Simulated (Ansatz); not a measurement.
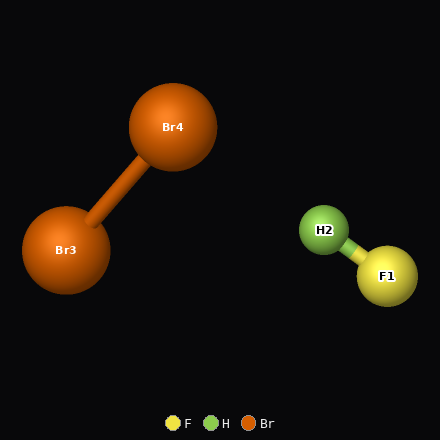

The system is the pair FH···Br₂; the picture shows the reference structure. 
- The turn is about an axis along (−0.93, 0.36, 0.01) in the frame of the relaxed pair, normal to the line between the partners.
- First axis: distance Br4···H2. Second axis: turn of F1, H2 about its own atom H2.
- The grid has 15 × 15 points. At 10 points there is no value (left out of the scan, as a rule where atoms come close).
- Points are written as (first, second).
- Energies: kcal/mol, counted from the lowest grid point.
- Energies and slopes of some neighbouring points disagree (a jump in structure or state, or too coarse a mesh).
- All numbers below come from RKS SPW92 (LDA)/def2-TZVPD in Ansatz.

Its coordinates:

```yaml
atoms:
  - { symbol: F, position_ang: [-0.1110, -0.2462, -1.9012] }
  - { symbol: H, position_ang: [0.0471, 0.1490, -1.0523] }
  - { symbol: Br, position_ang: [-0.3233, -0.8976, 1.9988] }
  - { symbol: Br, position_ang: [0.3872, 0.9949, 0.9548] }
```

Range: distance Br4···H2 from 1.852 to 4.452 Å; turn of F1, H2 about its own atom H2 from −180 to 156°.

Question: What will the energy surface look like?

Answer: The lowest grid point is at (2.153 Å, −12°). Other grid points that lie below all their neighbours: (4.196 Å, −180°) (4.3 kcal/mol higher). The highest grid point, (2.153 Å, 156°), lies 355 kcal/mol above the lowest. At the highest point the unbonded atoms F1···Br4 come to 1.32 Å, against 3.09 Å at the lowest; the sum of their van der Waals radii is about 3.3 Å.

| second ↓, first → | 1.852 | 1.916 | 2.022 | 2.153 | 2.302 | 2.467 | 2.646 | 2.837 | 3.039 | 3.252 | 3.475 | 3.707 | 3.947 | 4.196 | 4.452 |
| --- | --- | --- | --- | --- | --- | --- | --- | --- | --- | --- | --- | --- | --- | --- | --- |
| 156 | – | – | – | 355 | 234 | 158 | 100 | 55 | 29 | 14 | 8 | 5 | 4 | 4 | 5 |
| 132 | 309 | 260 | 201 | 149 | 107 | 70 | 42 | 23 | 13 | 7 | 5 | 4 | 4 | 5 | 5 |
| 108 | 128 | 110 | 84 | 59 | 38 | 22 | 13 | 8 | 5 | 4 | 4 | 4 | 4 | 5 | 5 |
| 84 | 48 | 39 | 28 | 18 | 11 | 6 | 4 | 3 | 3 | 4 | 4 | 4 | 5 | 5 | 5 |
| 60 | 17 | 13 | 8 | 5 | 3 | 2 | 2 | 3 | 3 | 4 | 4 | 4 | 5 | 5 | 5 |
| 36 | 7 | 5 | 2 | 1 | 1 | 1 | 2 | 2 | 3 | 4 | 4 | 4 | 5 | 5 | 5 |
| 12 | 4 | 2 | 1 | 0 | 0 | 1 | 1 | 2 | 3 | 4 | 4 | 4 | 5 | 5 | 5 |
| −12 | 4 | 2 | 1 | 0 | 0 | 1 | 1 | 2 | 3 | 4 | 4 | 4 | 5 | 5 | 5 |
| −36 | 6 | 4 | 2 | 1 | 1 | 1 | 2 | 2 | 3 | 4 | 4 | 4 | 5 | 5 | 5 |
| −60 | 12 | 9 | 6 | 4 | 2 | 2 | 2 | 3 | 3 | 4 | 4 | 4 | 5 | 5 | 5 |
| −84 | 28 | 23 | 16 | 11 | 7 | 4 | 3 | 3 | 3 | 4 | 4 | 4 | 4 | 5 | 5 |
| −108 | 80 | 68 | 51 | 36 | 23 | 14 | 9 | 6 | 4 | 4 | 4 | 4 | 4 | 5 | 5 |
| −132 | 252 | 215 | 167 | 122 | 84 | 53 | 32 | 18 | 10 | 6 | 5 | 4 | 4 | 4 | 5 |
| −156 | – | – | – | 314 | 227 | 148 | 88 | 48 | 25 | 13 | 7 | 5 | 4 | 4 | 5 |
| −180 | – | – | – | – | 327 | 212 | 129 | 70 | 36 | 17 | 9 | 5 | 4 | 4 | 5 |

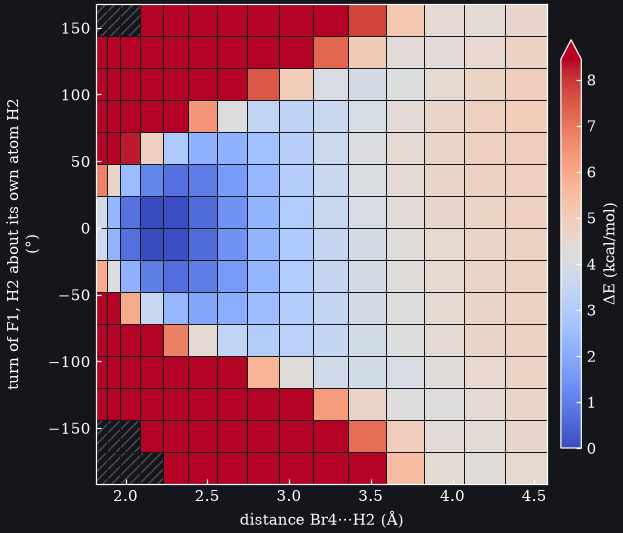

The picture shows one coloured cell a grid point, one colour for all values above the top of the scale, hatched blanks where no value was computed.

Time for the 215 points that were run: 24 min on 1 thread of Arm Neoverse N1, on a shared host.
